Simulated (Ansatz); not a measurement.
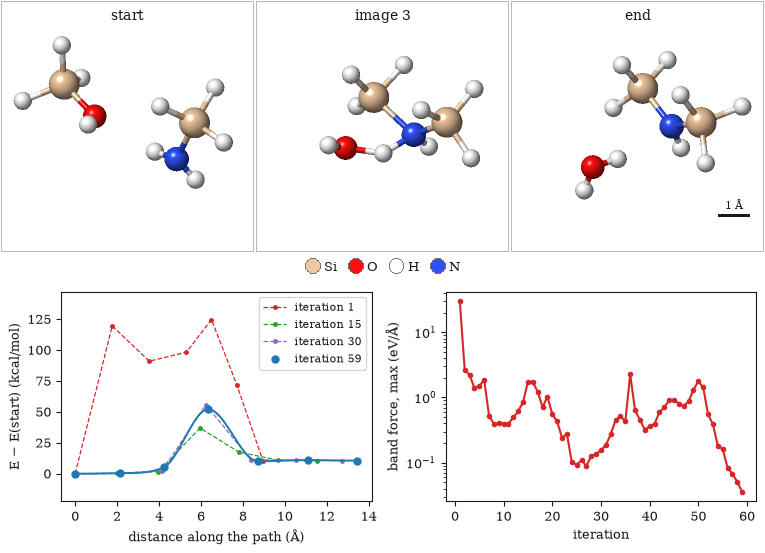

NEB run on Si$_{2}$NH$_{9}$O, made up at the start of SiH4O and SiNH₅. Images are numbered from 0 (start) to 6 (end). The plot follows the band through its iterations. A ball-and-stick model, seen at a tilt.

Computed with RHF/6-31G* (Ansatz 0.2.0). Run with 5 movable images; climbing image; force threshold 0.05 eV/Å; iteration limit 60; starting path through a guess of the saddle point.

Q: How did the profile develop, and is the result final?

A: The run is converged, with reservations. The band converged in 59 iterations. The largest component of the band force went from 30 to 0.035 eV/Å. The climbing image converged on the top of the path. Its vibrational analysis gives one imaginary mode (1617i cm⁻¹), as a transition state must have. The first iteration put the highest image at 124.7 kcal/mol. Forward barrier 52.1 kcal/mol, backward barrier 41.6 kcal/mol, with image 3 at the top; the reaction energy is +10.5 kcal/mol.

Limits of the set-up: the start holds two separate molecules, 2.3 Å apart at their closest, whose relative position is a soft coordinate and is computed without a dispersion correction; Hartree-Fock leaves out electron correlation.

Cost: 7.6 min on 1 thread of Arm Neoverse V2, on a shared host, peak memory 0.16 GiB.
